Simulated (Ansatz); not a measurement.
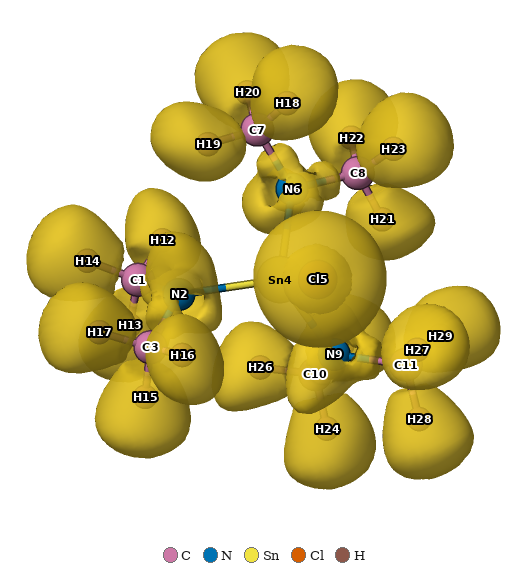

The picture shows: C₆H₁₈ClN₃Sn (SMILES C[N](C)[Sn]([Cl])([N](C)C)[N](C)C). Isosurface of the ELF at 0.75 (yellow), seen at a tilt. Core shells and regions of very low density are left out.

Geometry: PBE0-D4/def2-TZVP; core potentials replace the inner electrons of Sn.

Computed with RKS PBE0-D4/def2-TZVPP in Ansatz 0.2.0.

The calculation's input:

```
crystal:
  periodic: [false, false, false]
  atoms:
    - {symbol: C, position_ang: [-1.785322, 1.055309, 1.668372]}
    - {symbol: N, position_ang: [-0.420303, 0.630549, 1.860572]}
    - {symbol: C, position_ang: [-0.159303, 0.087077, 3.170236]}
    - {symbol: Sn, position_ang: [0.650277, 0.018705, 0.289212]}
    - {symbol: Cl, position_ang: [2.888941, 0.035695, 0.969673]}
    - {symbol: N, position_ang: [0.243327, 1.345750, -1.160671]}
    - {symbol: C, position_ang: [0.466181, 2.748607, -0.899629]}
    - {symbol: C, position_ang: [0.506277, 0.971940, -2.529510]}
    - {symbol: N, position_ang: [0.315408, -1.872790, -0.292844]}
    - {symbol: C, position_ang: [-1.043823, -2.255618, -0.585302]}
    - {symbol: C, position_ang: [1.300670, -2.612798, -1.039899]}
    - {symbol: H, position_ang: [-1.931615, 1.440249, 0.656366]}
    - {symbol: H, position_ang: [-2.515493, 0.246119, 1.833162]}
    - {symbol: H, position_ang: [-2.034131, 1.862551, 2.370849]}
    - {symbol: H, position_ang: [-0.765312, -0.804744, 3.395039]}
    - {symbol: H, position_ang: [0.893625, -0.183737, 3.274246]}
    - {symbol: H, position_ang: [-0.382151, 0.837836, 3.940131]}
    - {symbol: H, position_ang: [1.495632, 3.069864, -1.121001]}
    - {symbol: H, position_ang: [0.258934, 2.982574, 0.147352]}
    - {symbol: H, position_ang: [-0.208255, 3.357499, -1.516521]}
    - {symbol: H, position_ang: [0.331311, -0.096700, -2.677701]}
    - {symbol: H, position_ang: [-0.171302, 1.512162, -3.204048]}
    - {symbol: H, position_ang: [1.535594, 1.195315, -2.851167]}
    - {symbol: H, position_ang: [-1.192750, -3.320976, -0.363005]}
    - {symbol: H, position_ang: [-1.326666, -2.099526, -1.639276]}
    - {symbol: H, position_ang: [-1.749184, -1.695295, 0.035017]}
    - {symbol: H, position_ang: [2.309153, -2.295435, -0.767407]}
    - {symbol: H, position_ang: [1.219704, -3.683859, -0.810340]}
    - {symbol: H, position_ang: [1.190981, -2.504726, -2.131610]}
basis:
  gaussian: {orbitals: def2-TZVPP}
hamiltonian: {xc: pbe0, dispersion: d4}
output: {orbitals: {seedname: orbitals}}
```

Command:

```sh
ansatz run in.yaml --threads 11 --pin off --events-out ev --progress --plain --max-ram 110592MiB --backend cuda --devices 0, --max-vram 75GiB
```

Describe the localisation domains.

The surface consists of 18 regions around hydrogen nuclei, three regions on N in which the atom's valence shell and bonds are merged and one region wrapped around Cl (its valence shell). Profiles from the grid: C–N (1.44 Å): the ELF peaks at about 0.90 between the atoms, as expected for a shared electron pair. Sn–N (2.00 Å): the ELF peaks at about 0.85 in the valence shell of N, 0.6 Å from its nucleus, and drops to about 0.15 between the two atoms.
